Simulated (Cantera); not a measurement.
A closed system holds: 1 mol HMDSO, 6.5 mol O₂, 52 mol H₂, at 39.0 mbar.

Equilibrium computed with Cantera from the NASA thermochemical tables; the gas is ideal and each condensed phase is pure. Candidate condensed phases: C, C₆H₆, C₇H₈, C₈H₁₈, H₂O, Si, SiC, SiO₂; 123 gas species. The feed counts by its element totals alone. The tables hold silica as quartz up to 1696 K and as liquid above; real silica turns to tridymite and cristobalite and melts near 1996 K. The numbers say what is thermodynamically allowed, not how fast it happens.

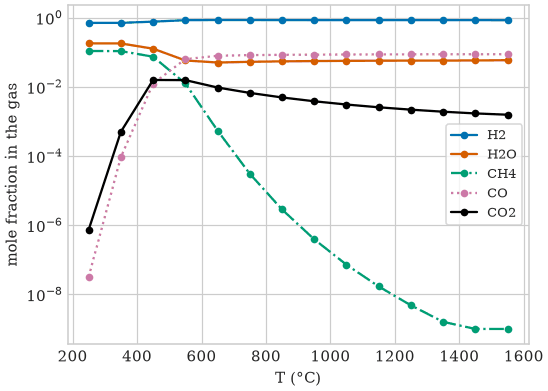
Equilibrium gas composition (values under 1e-9 drawn at 1e-9)

From 250 °C to 550 °C the condensed part is SiO₂(α-quartz). From 650 °C to 1350 °C the condensed part is SiO₂(β-quartz). From 1450 °C to 1550 °C the condensed part is SiO₂(condensed).
